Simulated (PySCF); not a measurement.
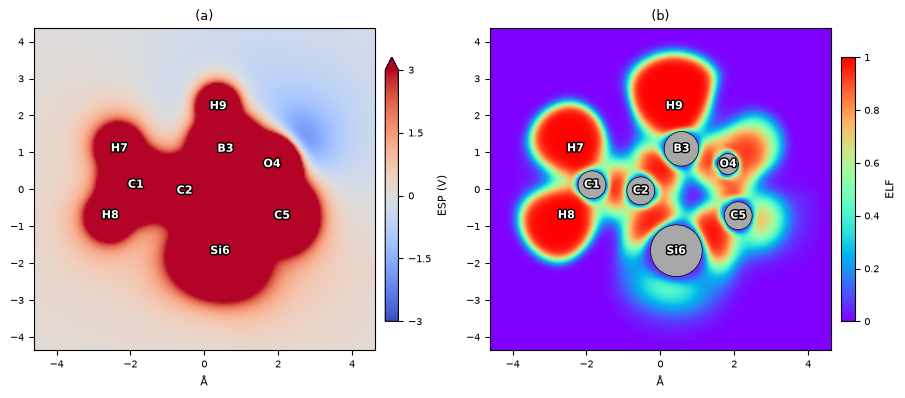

Figure 1: C₃H₇BOSi. (a) electrostatic potential; (b) ELF on the plane of atoms H7, C1 and H8. Grey discs cover the atomic cores in the ELF map.

Geometry: GFN2-xTB.

Level of theory: PBE0/pcSseg-1, SCF density, gas phase, non-relativistic in PySCF.

The calculation's input:

```
{"job": {"kind": "nmr", "xc": "PBE0", "basis": "pcSseg-1"}, "charge": 0, "multiplicity": 1}
C      2.219266     0.085114    -0.008282
C      0.890918     0.160200    -0.008847
B      0.009609     1.475357    -0.034384
O     -1.305000     1.295899    -0.025217
C     -1.826593    -0.031982     0.007646
Si    -0.347025    -1.263354     0.022546
H      2.836374     0.972160    -0.028568
H      2.755190    -0.853694     0.011598
H      0.407892     2.575918    -0.059047
H     -2.479065    -0.142200    -0.863088
H     -2.462895    -0.104813     0.894258
H     -0.346370    -2.062936     1.251022
H     -0.356689    -2.105182    -1.177365
```

Launched as:

```sh
OMP_NUM_THREADS=1 python probes_run.py task.json out
```

Question: Describe what can be read from this map.

Answer: The section cuts through C, B, O, Si and H sites.
B–O (1.33 Å): the ELF peaks at about 0.90 between the atoms: a polar covalent bond.
C–C (1.33 Å): the ELF peaks at about 0.95 between the atoms; a multiple bond.
C–O (1.43 Å): the ELF peaks at about 0.90 between the atoms; a shared but strongly polarised pair.
C–B (1.58 Å): the ELF peaks at about 0.95 between the atoms: a shared electron pair.
C–Si (1.89 Å): the ELF peaks at about 0.95 between the atoms; a covalent bond.
The ELF also peaks beside O4, away from the bonds: lone-pair regions.
Outside the dense part of the molecule the potential is most negative (−1.9 V) near O4.
